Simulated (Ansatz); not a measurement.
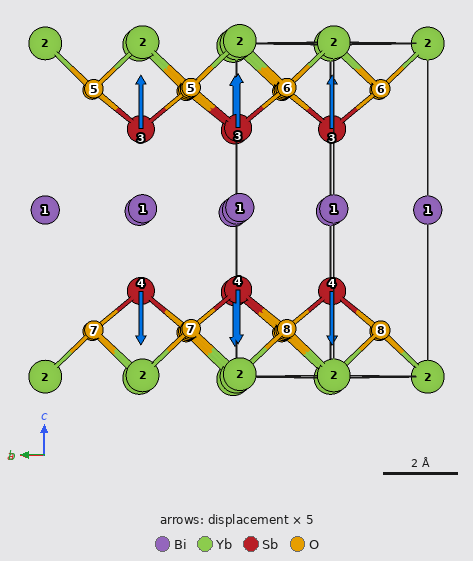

A relaxation of a crystal of YbBiSb2O4 (a generated structure, set up in P4/mmm). The starting structure is drawn; blue arrows show the displacements (the part carried along by the change of the cell is left out), magnified 5 times.

The picture is a ball-and-stick view of the cell of the calculation, repeated 2 × 2 × 1 with one cell outlined, seen from a free direction.

The calculation used Ansatz, DFT, PAW plane waves, r2SCAN.

Input file:
```yaml
crystal:
  lattice:
    - [3.679897, 0.0, 0.0]
    - [0.0, 3.679897, 0.0]
    - [0.0, 0.0, 9.067265]
  atoms:
    - { symbol: Bi, position: [0.0, 0.0, 0.5] }
    - { symbol: Yb, position: [0.0, 0.0, 0.0] }
    - { symbol: Sb, position: [0.5, 0.5, 0.7429] }
    - { symbol: Sb, position: [0.5, 0.5, 0.2571] }
    - { symbol: O, position: [0.5, 0.0, 0.862] }
    - { symbol: O, position: [0.0, 0.5, 0.862] }
    - { symbol: O, position: [0.5, 0.0, 0.138] }
    - { symbol: O, position: [0.0, 0.5, 0.138] }
  symmetry: { tolerance: 0.0003 }
kpoints:
  mp_grid: { grid: [5, 5, 2], shift: [0, 0, 0] }
magnetization:
  spin_polarized: false
scf:
  occupations: { method: fermi_dirac }
  convergence: { dr2_threshold: 1.0e-06 }
hamiltonian:
  pseudopotentials: { kind: paw }
  xc: r2scan
basis:
  ecutwfc: 500
output:
  forces: true
  stress: true
  eigenvalues: true
relax:
  max_steps: 40
  cell: {}
accuracy: medium
```

Run as
```bash
ansatz run input.yaml --threads 1 --pin off --max-ram 2560MiB --backend cpu --events-out ev --progress --plain --runs-dir out
```

Q: Which element moves most?

A: Antimony: up to 0.30 Å, against 0.04 Å for oxygen.

Q: What happened in the run?

A: After 8 accepted moves (10 points after the start) the energy has fallen by 105 meV per atom. Largest force component: 1.7 eV/Å at the start, 0.005 eV/Å at the end. Pressure: 10.56 GPa at the start and 0.01 GPa at the end. At 2 points the geometry stayed and the basis and grid were re-selected for the new cell (energy shift of 2.6 meV per atom at most each time). The largest moves relative to the cell, 0.30 Å, are those of Sb3 and Sb4. Sb3 goes along +c. By element the largest moves are Sb 0.30 Å, O 0.04 Å. Bi and Yb stay in place. The volume changes by +19.8 %, with a = b 3.680 → 3.704 Å (+0.7 %), c 9.067 → 10.721 Å (+18.2 %). Some distances before and after: Yb2–O5 2.225 → 2.346 Å, Sb3–O5 2.133 → 2.114 Å. Among the angles between lasting bonds that change: Yb2–O6–Yb2 111.6° → 104.3°, O5–Sb3–O5 119.2° → 122.4°, Sb3–O6–Sb3 119.2° → 122.4°. The space group stays P4/mmm (No. 123). Cost: 120 s on 1 thread of Intel(R) Xeon(R) 6975P-C (Granite Rapids) (shared host), peak memory 0.87 GiB.

Limits of the set-up: 4f states are treated without a Hubbard U.
